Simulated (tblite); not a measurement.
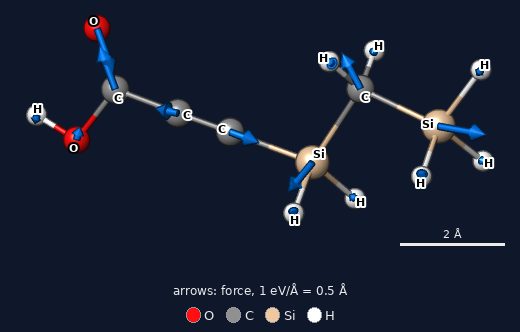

Starting geometry of C4H8O2Si2 with the computed forces as blue arrows. Style: ball-and-stick. Shown at a tilt.

Level of theory: GFN2-xTB geometry optimisation, gas phase (tblite). 

**Is this structure relaxed? If not, where do the atoms go?**

It isn't relaxed: the largest force vector, on a Si atom, is 2.18 eV/Å. The final displacements have little in common with the starting forces (cosine between the two patterns 0.13). The atom that moves furthest after the best rigid fit is an H atom (0.30 Å). Largest moves by element: H 0.30 Å, Si 0.22 Å, O 0.20 Å, C 0.16 Å. Some distances before and after: C–Si 1.836 → 1.901 Å, C–O 1.233 → 1.204 Å, H–Si 1.489 → 1.465 Å, C–H 1.107 → 1.091 Å. Among the angles between lasting bonds that change: Si–C–Si 106.1° → 115.5°, C–O–H 104.2° → 109.9°, C–Si–C 110.9° → 107.3°. The energy falls by 5.58 kcal/mol in 73 geometry steps. Cost: 0.44 s on 1 thread of Arm Neoverse V2, with other jobs on the host.
